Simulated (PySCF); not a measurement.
# CH5ClSi: the cost of one run

The runs use PySCF 2.14.0, with density-fitted response routines of our own; the level of theory stands in each step. All values are computed, except where a source is named. Atoms count from 0, in the outputs and in this text.

### 1 The molecule as given

8 atoms, charge 0, multiplicity 1; geometry from: PBE0-D3(BJ)/def2-SVP.

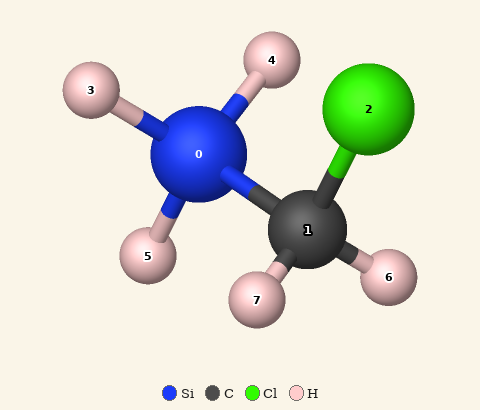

As it starts; silicon blue, carbon dark grey, chlorine green, hydrogen pink, atoms numbered; sticks join atoms by distance.

### 2 Nuclear shieldings: PBE0/6-31G*

What the job is given:

```
{"job": {"kind": "nmr", "xc": "PBE0", "basis": "6-31G*", "pop": true}, "charge": 0, "multiplicity": 1}
Si    -0.026184     0.736456     0.379981
C      1.860404     0.579860     0.382917
Cl     2.585997     2.067936     1.067586
H     -0.508362     0.924846     1.778183
H     -0.423998     1.902975    -0.458979
H     -0.620189    -0.513890    -0.188044
H      2.259223     0.446384    -0.633260
H      2.196336    -0.271051     0.993283
```

With the program's defaults for keys left out, this is: GIAO PBE0/6-31G* NMR shielding, non-relativistic, gas phase.

The run is started by

```bash
OMP_NUM_THREADS=1 python probes_run.py task.json out
```

One launch serves the whole session: the jobs run in the order shown.

Q: Estimate the wall time and peak memory of this first job on 1 thread of Arm Neoverse V1, shared host.

About 3.5 s, with a peak of 0.35 GiB.
